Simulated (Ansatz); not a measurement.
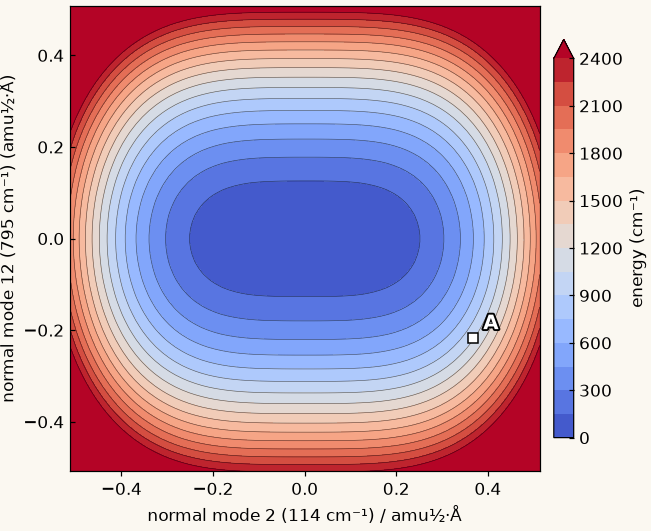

AlH7OSi, SMILES [AlH3-][OH+][SiH3]. The first coordinate is: normal mode 2 (114 cm⁻¹); the second: normal mode 12 (795 cm⁻¹). Nothing is relaxed (straight displacements along the two mass-weighted modes). The grid has 15 × 15 points. Points are written as (first, second). Energies are in cm⁻¹, from the relaxed molecule at the same level. All numbers below come from RKS B3LYP-D4/def2-TZVP in Ansatz 0.2.0.

The picture shows filled contours, one colour for all values above the top of the scale, the point A. Between grid points the surface is interpolated.

**Which way does the force act at A, and how strong is it?**

A, at (0.366 amu½·Å, −0.218 amu½·Å), is not a stationary point. The computed force is 5800 cm⁻¹ for each amu½·Å towards smaller values of normal mode 2 (114 cm⁻¹) and 4000 cm⁻¹ for each amu½·Å towards larger values of normal mode 12 (795 cm⁻¹).
